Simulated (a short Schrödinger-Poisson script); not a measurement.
System: symmetric double-gate stack, SiO2 on p-type Si(100), at 300 K.

```tsv
layer	material	thickness (nm)	Na (cm⁻³)
1	SiO2	2.1	-
2	Si	20	1e16
3	SiO2	2.1	-
```

The device is made up for the run: typed textbook-type constants, with dimensions and the other settings drawn at random. SiO2: permittivity 3.9, conduction-band edge (eV) 3.15, gap (eV) 9, electron mass (mₑ) 0.5. Si: permittivity 11.7, conduction-band edge (eV) 0, gap (eV) 1.124, Nv at 300 K (cm⁻³) 3.1e19.

Channel valleys (confinement mass, in-plane density-of-states mass, number): Δ2 0.916, 0.19, 2; Δ4 0.19, 0.417, 4. At the gates, both at one voltage, the conduction-band edge of layer 1 lies 3.19 eV − eVg above the Fermi level of the channel. Gaps are held at their typed values at every temperature. Mesh 0.03 nm at interfaces.

From a short Schrödinger-Poisson script (our own, NumPy): 1D Poisson equation in equilibrium, electrons quantum, Hartree (BenDaniel-Duke, 12 states a valley, the channel's in-plane mass for all, wave functions ending at the dielectric), parabolic valleys, classical holes, full ionisation, no traps, pinning or gate leakage.

Only gate voltages with over 1e8 electrons/cm² are shown.

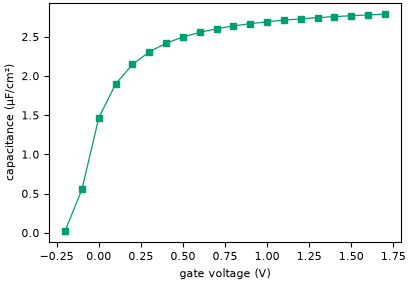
Fig. 1. Quasi-static capacitance against gate voltage

```csv
Vg (V),electrons (cm⁻²),C (μF/cm²),Δ2 E0 (meV),Δ2 E1 (meV),Δ4 E0 (meV),Δ4 E1 (meV)
-0.2,3.77e9,0.0235,243.0,245.9,246.9,261.6
-0.1,1.23e11,0.554,153.3,155.4,157.3,171.2
0,7.82e11,1.47,103.9,104.1,112.1,122.2
0.1,1.84e12,1.90,75.2,75.2,93.1,99.5
0.2,3.11e12,2.15,55.1,55.1,82.2,86.3
0.3,4.50e12,2.31,39.9,39.9,74.8,77.6
0.4,5.98e12,2.42,27.8,27.8,69.4,71.4
0.5,7.51e12,2.50,17.6,17.6,65.1,66.7
0.6,9.09e12,2.56,8.9,8.9,61.7,62.9
0.7,1.07e13,2.60,1.2,1.2,58.7,59.8
0.8,1.23e13,2.64,-5.9,-5.9,56.2,57.1
0.9,1.40e13,2.67,-12.4,-12.4,54.0,54.7
1,1.57e13,2.69,-18.4,-18.4,52.0,52.6
1.1,1.73e13,2.71,-24.2,-24.2,50.1,50.6
1.2,1.90e13,2.73,-29.7,-29.7,48.4,48.8
1.3,2.08e13,2.74,-35.0,-35.0,46.7,47.2
1.4,2.25e13,2.76,-40.1,-40.1,45.2,45.6
1.5,2.42e13,2.77,-45.0,-45.0,43.7,44.0
1.6,2.59e13,2.78,-49.9,-49.9,42.3,42.6
1.7,2.77e13,2.79,-54.6,-54.6,40.9,41.2
```

Subbands count from the Fermi level. The capacitance is that of both gates.
